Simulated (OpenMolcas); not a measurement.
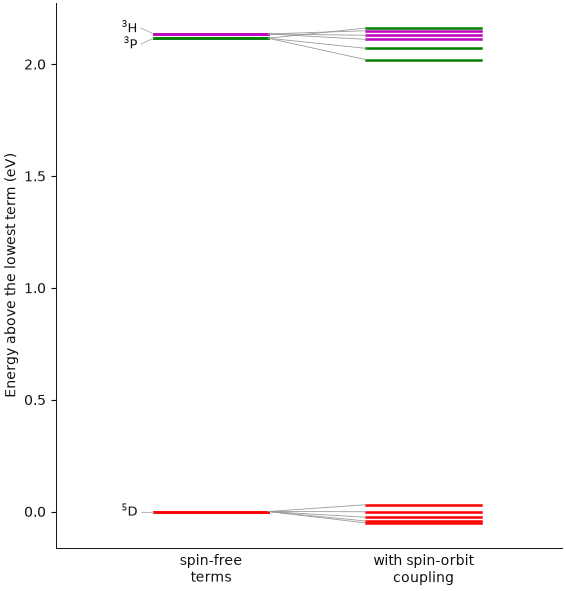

*Terms of Cr²⁺ without and with spin-orbit coupling; the J values are left off.*

⁵D (at 0) splits over 0.0819 eV into J = 0, 1, 2, 3, 4 from the bottom up (normal); ³P (at 2.12 eV) splits over 0.142 eV into J = 0, 1, 2 from the bottom up (normal); ³H (at 2.14 eV) splits over 0.0385 eV into J = 4, 5, 6 from the bottom up (normal). The ground level lies 0.0512 eV below the lowest term.

# Cr²⁺: multiconfigurational calculation

- system: Cr²⁺.
- method: state-averaged SS-CASPT2, IPEA shift 0.25, imaginary shift 0.1 hartree, closed shells 3s 3p correlated, active space 4 electrons in the shell 3d, basis ANO-L-VTZP, non-relativistic scalar Hamiltonian, spin-orbit coupling by RASSI with atomic mean-field integrals (OpenMolcas)

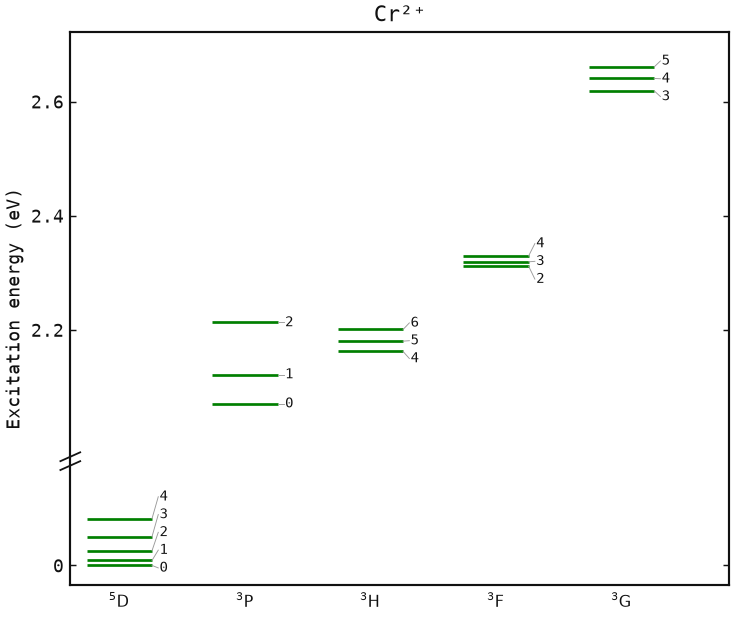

*Level diagram of Cr²⁺.*

The lowest level is 3d⁴ ⁵D₀. The first excited level, 3d⁴ ⁵D₁, lies at 0.00868 eV. The ground term spreads over 0.0819 eV in the order J = 0, 1, 2, 3, 4, a normal multiplet. All levels drawn have even parity, so no electric dipole line joins them. The leading LS term holds 99 % of a level on average. Spin-orbit coupling puts the ground level 0.0512 eV below the lowest spin-free term.

```tsv
Configuration	Level	E (eV)	Landé g
3d⁴	⁵D₀	0	–
3d⁴	⁵D₁	0.008684	1.501
3d⁴	⁵D₂	0.02567	1.501
3d⁴	⁵D₃	0.05031	1.501
3d⁴	⁵D₄	0.08185	1.501
3d⁴	³P₀	2.071	–
3d⁴	³P₁	2.122	1.501
3d⁴	³H₄	2.162	0.802
3d⁴	³H₅	2.180	1.034
3d⁴	³H₆	2.201	1.167
3d⁴	³P₂	2.213	1.501
3d⁴	³F₂	2.312	0.666
3d⁴	³F₃	2.319	1.079
3d⁴	³F₄	2.329	1.246
3d⁴	³G₃	2.619	0.754
3d⁴	³G₄	2.640	1.052
3d⁴	³G₅	2.661	1.199
```

Input and output of the run follow.

### Input file
```
&GATEWAY
Coord
1

Cr 0.0 0.0 0.0
Basis=ANO-L-VTZP
Group=XYZ
NoMove
AngMom=0.0 0.0 0.0
AMFI
&SEWARD
&RASSCF
FileOrb=start.orb
Symmetry=1
Spin=5
nActEl=4 0 0
Inactive=3 6
Ras2=5 0
CIRoot=5 5 1
SDav=5
CIMx=300
Iter=120 100
PrWF=0.3
OrbListing=Nothing
MaxOrb=0
Atom
>>> COPY $Project.JobIph JOB001
&RASSCF
FileOrb=start.orb
Symmetry=1
Spin=3
nActEl=4 0 0
Inactive=3 6
Ras2=5 0
CIRoot=45 45 1
SDav=45
CIMx=300
Iter=120 100
PrWF=0.3
OrbListing=Nothing
MaxOrb=0
Atom
>>> COPY $Project.JobIph JOB002
&RASSCF
FileOrb=start.orb
Symmetry=1
Spin=1
nActEl=4 0 0
Inactive=3 6
Ras2=5 0
CIRoot=50 50 1
SDav=50
CIMx=300
Iter=120 100
PrWF=0.3
OrbListing=Nothing
MaxOrb=0
Atom
>>> COPY $Project.JobIph JOB003
&RASSI
NrOfJobIphs=3 5 45 50
1 2 3 4 5
1 2 3 4 5 6 7 8 9 10 11 12 13 14 15 16 17 18 19 20 21 22 23 24 25 26 27
28 29 30 31 32 33 34 35 36 37 38 39 40 41 42 43 44 45
1 2 3 4 5 6 7 8 9 10 11 12 13 14 15 16 17 18 19 20 21 22 23 24 25 26 27
28 29 30 31 32 33 34 35 36 37 38 39 40 41 42 43 44 45 46 47 48 49 50
IphNames
JOB001
JOB002
JOB003
EJob
SpinOrbit
DIPRint=1.0
SOCoupling=1000.0
Subsets=2
MEES
Property=10
'ANGMOM' 1 'ANGMOM' 2 'ANGMOM' 3 'MLTPL  1' 1 'MLTPL  1' 2 'MLTPL  1' 3
'AMFI' 1 'AMFI' 2 'AMFI' 3 'MLTPL  2' 6
SOProperty=3
'ANGMOM' 1 'ANGMOM' 2 'ANGMOM' 3
>>> COPY JOB001 $Project.JobIph
&CASPT2
Multistate=5 1 2 3 4 5
Frozen=2 3
IPEA=0.25
Imaginary=0.1
MaxIter=60
WThr=0.0 0.3 0.05
PrWF=0.5
NoMix
>>> COPY JOB002 $Project.JobIph
&CASPT2
Multistate=45 1 2 3 4 5 6 7 8 9 10 11 12 13 14 15 16 17 18 19 20 21 22
23 24 25 26 27 28 29 30 31 32 33 34 35 36 37 38 39 40 41 42 43 44 45
Frozen=2 3
IPEA=0.25
Imaginary=0.1
MaxIter=60
WThr=0.0 0.3 0.05
PrWF=0.5
NoMix
>>> COPY JOB003 $Project.JobIph
&CASPT2
Multistate=50 1 2 3 4 5 6 7 8 9 10 11 12 13 14 15 16 17 18 19 20 21 22
23 24 25 26 27 28 29 30 31 32 33 34 35 36 37 38 39 40 41 42 43 44 45 46
47 48 49 50
Frozen=2 3
IPEA=0.25
Imaginary=0.1
MaxIter=60
WThr=0.0 0.3 0.05
PrWF=0.5
NoMix
```

The file start.orb holds starting orbitals from an earlier step. A driver script formed the levels outside the program, from RASSI's spin-orbit matrix and the CASPT2 energies (for multi-state variants, the effective Hamiltonian), averaged over the components of each term or state. The log and the time are those of the CASPT2 step.

### Output (extracts)
```
--- CASPT2 ---
Orbital specifications:
      -----------------------

      Symmetry species                           1   2
                                                ag  au
      Frozen orbitals                            2   3
      Inactive orbitals                          1   3
      Active orbitals                            5   0
      Secondary orbitals                        22  23
      Deleted orbitals                           0   0
      Number of basis functions                 30  29
Type of calculation                        MS-CASPT2
      Fock operator                              state-specific
      IPEA shift                                 0.25
      Real shift                                 0.00
      Imaginary shift                            0.10
      The input orbitals will be transformed to quasi-canonical
Reference energy:       -1042.5689356948
      E2 (Non-variational):      -0.3238617742
      Shift correction:          -0.0001198945
      E2 (Variational):          -0.3239816688
      Total energy:           -1042.8929173635
      Residual norm:              0.0000001219
      Reference weight:           0.94725
      Contributions to the CASPT2 correlation energy
      Active & Virtual Only:         -0.0446122740
      One Inactive Excited:          -0.1597166914
      Two Inactive Excited:          -0.1195328088
Reference energy:       -1042.5689356948
      E2 (Non-variational):      -0.3238317649
      Shift correction:          -0.0001198314
      E2 (Variational):          -0.3239515964
      Total energy:           -1042.8928872912
      Residual norm:              0.0000000946
      Reference weight:           0.94726
      Contributions to the CASPT2 correlation energy
      Active & Virtual Only:         -0.0446122748
      One Inactive Excited:          -0.1596856808
      Two Inactive Excited:          -0.1195338094
::    CASPT2 Root  1     Total energy:  -1042.89291736
::    CASPT2 Root  2     Total energy:  -1042.89288729
::    CASPT2 Root  3     Total energy:  -1042.89291966
::    CASPT2 Root  4     Total energy:  -1042.89290681
::    CASPT2 Root  5     Total energy:  -1042.89286180
::    MS-CASPT2 Root  1     Total energy:  -1042.89292735
::    MS-CASPT2 Root  2     Total energy:  -1042.89291985
::    MS-CASPT2 Root  3     Total energy:  -1042.89290234
::    MS-CASPT2 Root  4     Total energy:  -1042.89288458
::    MS-CASPT2 Root  5     Total energy:  -1042.89285879
--- CASPT2 ---
Orbital specifications:
      -----------------------

      Symmetry species                           1   2
                                                ag  au
      Frozen orbitals                            2   3
      Inactive orbitals                          1   3
      Active orbitals                            5   0
      Secondary orbitals                        22  23
      Deleted orbitals                           0   0
      Number of basis functions                 30  29
Type of calculation                        MS-CASPT2
      Fock operator                              state-specific
      IPEA shift                                 0.25
      Real shift                                 0.00
      Imaginary shift                            0.10
      The input orbitals will be transformed to quasi-canonical
Reference energy:       -1042.4795451918
      E2 (Non-variational):      -0.3346618774
      Shift correction:          -0.0001515933
      E2 (Variational):          -0.3348134707
      Total energy:           -1042.8143586624
      Residual norm:              0.0000007332
      Reference weight:           0.94284
      Contributions to the CASPT2 correlation energy
      Active & Virtual Only:         -0.0502023292
      One Inactive Excited:          -0.1690359891
      Two Inactive Excited:          -0.1154235591
Reference energy:       -1042.4795451917
      E2 (Non-variational):      -0.3346451929
      Shift correction:          -0.0001482684
      E2 (Variational):          -0.3347934613
      Total energy:           -1042.8143386530
      Residual norm:              0.0000007766
      Reference weight:           0.94296
      Contributions to the CASPT2 correlation energy
      Active & Virtual Only:         -0.0501126912
      One Inactive Excited:          -0.1690467215
      Two Inactive Excited:          -0.1154857802
::    CASPT2 Root  1     Total energy:  -1042.81435866
::    CASPT2 Root  2     Total energy:  -1042.81433865
::    CASPT2 Root  3     Total energy:  -1042.81455219
::    CASPT2 Root  4     Total energy:  -1042.81458940
::    CASPT2 Root  5     Total energy:  -1042.81438097
::    CASPT2 Root  6     Total energy:  -1042.81435084
::    CASPT2 Root  7     Total energy:  -1042.81449551
::    CASPT2 Root  8     Total energy:  -1042.81439427
::    CASPT2 Root  9     Total energy:  -1042.81447900
::    CASPT2 Root 10     Total energy:  -1042.81444419
::    CASPT2 Root 11     Total energy:  -1042.81437709
::    CASPT2 Root 12     Total energy:  -1042.81513731
::    CASPT2 Root 13     Total energy:  -1042.81513744
::    CASPT2 Root 14     Total energy:  -1042.81513805
::    CASPT2 Root 15     Total energy:  -1042.80990266
::    CASPT2 Root 16     Total energy:  -1042.80965898
::    CASPT2 Root 17     Total energy:  -1042.80874109
::    CASPT2 Root 18     Total energy:  -1042.80955924
::    CASPT2 Root 19     Total energy:  -1042.80942853
::    CASPT2 Root 20     Total energy:  -1042.80880006
::    CASPT2 Root 21     Total energy:  -1042.80889765
::    CASPT2 Root 22     Total energy:  -1042.79773946
::    CASPT2 Root 23     Total energy:  -1042.79797090
::    CASPT2 Root 24     Total energy:  -1042.79785411
::    CASPT2 Root 25     Total energy:  -1042.79775250
::    CASPT2 Root 26     Total energy:  -1042.79771417
::    CASPT2 Root 27     Total energy:  -1042.79791633
::    CASPT2 Root 28     Total energy:  -1042.79780085
::    CASPT2 Root 29     Total energy:  -1042.79780335
::    CASPT2 Root 30     Total energy:  -1042.79775968
--- CASPT2 ---
Orbital specifications:
      -----------------------

      Symmetry species                           1   2
                                                ag  au
      Frozen orbitals                            2   3
      Inactive orbitals                          1   3
      Active orbitals                            5   0
      Secondary orbitals                        22  23
      Deleted orbitals                           0   0
      Number of basis functions                 30  29
Type of calculation                        MS-CASPT2
      Fock operator                              state-specific
      IPEA shift                                 0.25
      Real shift                                 0.00
      Imaginary shift                            0.10
      The input orbitals will be transformed to quasi-canonical
Reference energy:       -1042.4351591125
      E2 (Non-variational):      -0.3393885263
      Shift correction:          -0.0001588050
      E2 (Variational):          -0.3395473313
      Total energy:           -1042.7747064439
      Residual norm:              0.0000003856
      Reference weight:           0.94139
      Contributions to the CASPT2 correlation energy
      Active & Virtual Only:         -0.0522248831
      One Inactive Excited:          -0.1741292861
      Two Inactive Excited:          -0.1130343571
Reference energy:       -1042.4351591125
      E2 (Non-variational):      -0.3396271217
      Shift correction:          -0.0001585195
      E2 (Variational):          -0.3397856412
      Total energy:           -1042.7749447537
      Residual norm:              0.0000004532
      Reference weight:           0.94128
      Contributions to the CASPT2 correlation energy
      Active & Virtual Only:         -0.0522985010
      One Inactive Excited:          -0.1742123254
      Two Inactive Excited:          -0.1131162953
::    CASPT2 Root  1     Total energy:  -1042.77470644
::    CASPT2 Root  2     Total energy:  -1042.77494475
::    CASPT2 Root  3     Total energy:  -1042.77418650
::    CASPT2 Root  4     Total energy:  -1042.77454223
::    CASPT2 Root  5     Total energy:  -1042.77494031
::    CASPT2 Root  6     Total energy:  -1042.77447797
::    CASPT2 Root  7     Total energy:  -1042.77413841
::    CASPT2 Root  8     Total energy:  -1042.77453111
::    CASPT2 Root  9     Total energy:  -1042.77510531
::    CASPT2 Root 10     Total energy:  -1042.77445302
::    CASPT2 Root 11     Total energy:  -1042.77525463
::    CASPT2 Root 12     Total energy:  -1042.77412141
::    CASPT2 Root 13     Total energy:  -1042.77418694
::    CASPT2 Root 14     Total energy:  -1042.77644377
::    CASPT2 Root 15     Total energy:  -1042.77641177
::    CASPT2 Root 16     Total energy:  -1042.77692548
::    CASPT2 Root 17     Total energy:  -1042.77637577
::    CASPT2 Root 18     Total energy:  -1042.77614642
::    CASPT2 Root 19     Total energy:  -1042.77751949
::    CASPT2 Root 20     Total energy:  -1042.77703709
::    CASPT2 Root 21     Total energy:  -1042.77642828
::    CASPT2 Root 22     Total energy:  -1042.77645175
::    CASPT2 Root 23     Total energy:  -1042.76742833
::    CASPT2 Root 24     Total energy:  -1042.74383976
::    CASPT2 Root 25     Total energy:  -1042.74417018
::    CASPT2 Root 26     Total energy:  -1042.74409269
::    CASPT2 Root 27     Total energy:  -1042.74411562
::    CASPT2 Root 28     Total energy:  -1042.74419128
::    CASPT2 Root 29     Total energy:  -1042.72268790
::    CASPT2 Root 30     Total energy:  -1042.72275101
```

### Results in brief

- outcome: converged; degenerate states are split by up to 376 cm⁻¹
- lowest level: 3d⁴ ⁵D₀
- first excited level: 3d⁴ ⁵D₁, 70 cm⁻¹ (measured: 62)
- energy of the lowest spin-free term: −1042.89290 hartree
- energy of the lowest spin-orbit level: −1042.89478 hartree
- CASPT2 correlation energy: −0.3240 hartree
- largest spread among components of a term: 376.2 cm⁻¹
- lowest reference weight: 0.925
- hardware: 1 CPU thread, shared host
- wall time: 34 s

### Remarks

The components of ³F, which symmetry makes degenerate, are split by 376 cm⁻¹ in CASPT2, and those of 9 more by over 50 cm⁻¹. This is an artefact; the levels of such states rest on averages and are uncertain by about as much. The run is of multi-state type; this report uses its single-state energies. To bear in mind: only configurations of the active space are included.
